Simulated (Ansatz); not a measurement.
# One shape, several levels: BH2ClO (SMILES OBCl)

We compute a comparison of 6 runs (UHF/STO-3G, SVWN5/STO-3G, r2SCAN0/STO-3G, MP2/STO-3G, CCSDT(Q)/STO-3G, UCCSD(T)/STO-3G) of BH2ClO. 

The calculation is run with Ansatz 0.2.0.

65 further runs of the same task are left out: 4 that didn't finish, 61 set aside as unsound or not needed.

### Step 1. The structure to begin with

BH2ClO: 5 atoms, total charge 0, spin state singlet. As SMILES, `OBCl`. The Cl3–B2 distance was set to 3.532 Å, away from the relaxed value. At this shape a bond of the SMILES string is far longer than usual.

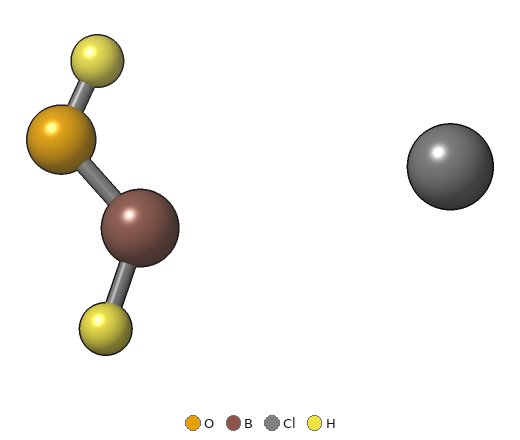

Viewed from a chosen angle; oxygen amber, boron brown, chlorine grey, hydrogen yellow.

### Step 2. The energy at UHF/STO-3G (run 1)

The input, molecule.yaml:

```yaml
basis:
  gaussian: {orbitals: STO-3G}
crystal:
  periodic: [false, false, false]
  atoms:
    - {symbol: O, position_ang: [-1.272906, -2.251824, 0.530308]}
    - {symbol: B, position_ang: [-0.030606, -1.770424, 0.671108]}
    - {symbol: Cl, position_ang: [0.788600, 1.496000, -0.395300]}
    - {symbol: H, position_ang: [-1.887306, -1.632024, 0.123508]}
    - {symbol: H, position_ang: [0.813694, -2.448324, 1.161808]}
accuracy: high
magnetization: {spin_polarized: true, initial_magnetization: 0}
hamiltonian: {xc: hf}
```

Command:

```sh
$ ansatz run molecule.yaml --threads 1 --pin off --max-ram 2610MiB --events-out events.jsonl --progress --plain --runs-dir runs
```

The log of the run:

```text
Warning: RAYON_NUM_THREADS=1 ignored (pool sized by the plan → 1); use --threads N
Functional definition: HF
  name "HF"
  exchange = exact_x
  correlation = 0
337 factors; integrals over basis functions are off by at most 3.1e-8 eV
mean field evaluation 1: about -15066.5000 eV, gradient 1.4e1 eV
mean field evaluation 2: about -15066.5254 eV, gradient 1.4e1 eV
mean field evaluation 4: about -15069.0105 eV, gradient 1.6e0 eV
mean field evaluation 8: about -15069.0634 eV, gradient 1.4e-2 eV
mean field evaluation 16: about -15071.5436 eV, gradient 1.6e0 eV
mean field evaluation 32: about -15071.5442 eV, gradient 7.8e-2 eV
mean field evaluation 64: about -15071.5414 eV, gradient 8.1e-2 eV
mean field evaluation 96: about -15071.5795 eV, gradient 2.0e-1 eV
mean field evaluation 128: about -15068.0896 eV, gradient 1.5e0 eV
mean field -15071.58118379 eV, -553.8703926197 hartree, gradient 2.6e-8 eV, S^2 0.983012; 5 other end points of the search recorded, 0 dependent functions left out
reference -15071.58118379 eV, -553.8703926197 hartree; 16, 16 occupied and 5, 5 virtual orbitals, 337 factors
Total energy: -15071.58118379 eV, -553.8703926197 hartree
```

Wall time 0.32 s (1 thread of Arm Neoverse V1, shared host).

### Step 3. The energy at SVWN5/STO-3G (run 2)

The input, input.yaml:

```yaml
crystal:
  periodic: [false, false, false]
  atoms:
    - symbol: O
      position_ang: [-1.272906, -2.251824, 0.530308]
    - symbol: B
      position_ang: [-0.030606, -1.770424, 0.671108]
    - symbol: Cl
      position_ang: [0.788600, 1.496000, -0.395300]
    - symbol: H
      position_ang: [-1.887306, -1.632024, 0.123508]
    - symbol: H
      position_ang: [0.813694, -2.448324, 1.161808]
basis:
  gaussian:
    orbitals: STO-3G
hamiltonian:
  xc: {name: SVWN5}
accuracy: high
```

Command:

```sh
$ ansatz run input.yaml --threads 1 --pin off --max-ram 2610MiB --events-out events.jsonl --progress --plain --runs-dir runs
```

The log of the run:

```text
Warning: RAYON_NUM_THREADS=1 ignored (pool sized by the plan → 1); use --threads N
Functional definition: SVWN5
  name "SVWN5"
  exchange = slater_x
  correlation = vwn5_c
337 factors; integrals over basis functions are off by at most 3.1e-8 eV
mean field evaluation 1: about -15033.3563 eV, gradient 1.2e1 eV
mean field evaluation 2: about -14758.3980 eV, gradient 6.1e1 eV
mean field evaluation 4: about -15037.0993 eV, gradient 8.9e0 eV
mean field evaluation 8: about -15037.0490 eV, gradient 9.0e0 eV
mean field evaluation 16: about -15037.2990 eV, gradient 1.4e-8 eV
mean field -15037.29896251 eV, -552.6105442250 hartree, gradient 1.4e-8 eV, S^2 0.000000; 2 other end points of the search recorded, 0 dependent functions left out
reference -15037.29896444 eV, -552.6105442958 hartree; 16, 16 occupied and 5, 5 virtual orbitals, 337 factors
Total energy: -15037.29896444 eV, -552.6105442958 hartree
```

It took 0.86 s on 1 thread of Arm Neoverse V1, shared host; peak memory 0.092 GiB.

### Step 4. A single-point energy at r2SCAN0/STO-3G (run 3)

The input, job.yaml:

```yaml
crystal:
  periodic: [false, false, false]
  atoms:
    - {symbol: O, position_ang: [-1.272906, -2.251824, 0.530308]}
    - {symbol: B, position_ang: [-0.030606, -1.770424, 0.671108]}
    - {symbol: Cl, position_ang: [0.788600, 1.496000, -0.395300]}
    - {symbol: H, position_ang: [-1.887306, -1.632024, 0.123508]}
    - {symbol: H, position_ang: [0.813694, -2.448324, 1.161808]}
basis:
  gaussian: {orbitals: STO-3G}
hamiltonian: {xc: {name: r2SCAN0}}
accuracy: high
```

Command:

```sh
$ ansatz run job.yaml --threads 1 --pin off --max-ram 2610MiB --events-out events.jsonl --progress --plain --runs-dir runs
```

The log of the run:

```text
Warning: RAYON_NUM_THREADS=1 ignored (pool sized by the plan → 1); use --threads N
Functional definition: r2SCAN0
  name "r2SCAN0"
  parameter a = 0.25
  parameter k0 = 0.174
  parameter k1 = 0.065
  parameter a1 = 4.9479
  exchange = (1 - a)*r2scan_x(k0 = k0, k1 = k1, a1 = a1) + a*exact_x
  correlation = r2scan_c
337 factors; integrals over basis functions are off by at most 3.1e-8 eV
mean field evaluation 1: about -15096.9061 eV, gradient 1.4e1 eV
mean field evaluation 2: about -14985.7177 eV, gradient 4.4e1 eV
mean field evaluation 4: about -15098.0505 eV, gradient 9.3e0 eV
mean field evaluation 8: about -15098.0261 eV, gradient 9.3e0 eV
mean field evaluation 16: about -15100.2009 eV, gradient 4.5e-7 eV
mean field -15100.20092924 eV, -554.9221488659 hartree, gradient 8.6e-9 eV, S^2 0.000000; 2 other end points of the search recorded, 0 dependent functions left out
reference -15100.20092955 eV, -554.9221488770 hartree; 16, 16 occupied and 5, 5 virtual orbitals, 337 factors
Total energy: -15100.20092955 eV, -554.9221488770 hartree
```

Wall time 3.3 s (1 thread of Arm Neoverse V1, shared host); peak memory 0.14 GiB.

Runs 4 to 5 aren't shown in full; the table further down has their settings and results.

### Step 5. A single-point energy at UCCSD(T)/STO-3G (run 6)

Changes to molecule.yaml since step 2:

```diff
@@ -1,3 +1 @@
-basis:
-  gaussian: {orbitals: STO-3G}
 crystal:
@@ -10,4 +8,12 @@
     - {symbol: H, position_ang: [0.813694, -2.448324, 1.161808]}
+basis:
+  gaussian:
+    orbitals: STO-3G
+magnetization:
+  spin_polarized: true
+correlation:
+  method: ccsd_t
+  frozen_orbitals: {B: 1, Cl: 5, H: 0, O: 1}
 accuracy: high
-magnetization: {spin_polarized: true, initial_magnetization: 0}
-hamiltonian: {xc: hf}
+scf:
+  omitted_lower_state_checks: [cluster_reference, increment]
```

Command:

```sh
$ ansatz run molecule.yaml --threads 1 --pin off --max-ram 2610MiB --events-out events.jsonl --progress --plain --runs-dir runs
```

The log of the run:

```text
Warning: RAYON_NUM_THREADS=1 ignored (pool sized by the plan → 1); use --threads N
[... 15 lines left out ...]
7 core orbitals not correlated: weight in the atoms' cores, before any rotation towards them, 1.000 or more for the frozen orbitals, at most 0.000 for the correlated occupied ones
[... 96 lines left out ...]
Total energy: -15074.20912036 eV, -553.9669675073 hartree
Checks for a lower state left out: cluster_reference, increment
```

Wall time 0.84 s (1 thread of Arm Neoverse V1, shared host).

### Step 6. All runs side by side

| run | level | frozen core orbitals | energy (Eh) | wall time |
| --- | --- | --- | --- | --- |
| 1 | UHF/STO-3G | – | -553.870393 | 0.32 s |
| 2 | SVWN5/STO-3G | – | -552.610544 | 0.86 s |
| 3 | r2SCAN0/STO-3G | – | -554.922149 | 3.3 s |
| 4 | MP2/STO-3G | 7 | -553.909062 | 0.16 s |
| 5 | CCSDT(Q)/STO-3G | 7 | -553.968347 | 0.6 s |
| 6 | UCCSD(T)/STO-3G | 7 | -553.966968 | 0.84 s |

### Step 7. Summary of results

| quantity | value |
| --- | --- |
| run 6: total energy | -553.96697 Eh |
| run 6: correlation energy (7 core orbitals frozen) | -96.6 mEh |
| run 6: (T) correction | -4.10 mEh |
| run 6: ⟨S²⟩ of the reference determinant | 0.983 |
| run 6: T1 diagnostic | 0.024 |

**Reading.** Below the UHF energy at the same shape and in the same basis (STO-3G): MP2 -38.7 mEh; CCSDT(Q) -98.0 mEh; UCCSD(T) -96.6 mEh. Some of these start from another determinant than that one, so these aren't their correlation energies. Totals of different functionals can't be ranked against each other. In runs 4, 5 the log says that unrestricted orbitals would lower the reference, so the values rest on an unstable closed-shell determinant (other closed-shell runs at this shape may share the fault). In runs 1, 2, 3, 4, 5, 6 the basis is minimal, so the values are rough. Spin contamination of the reference: run 1 ⟨S²⟩ = 0.98, run 6 ⟨S²⟩ = 0.98. Where it is this large, the reference is a mixture of spin states, and values that rest on it are in doubt. All runs together took 6.1 s, the longest 3.3 s.
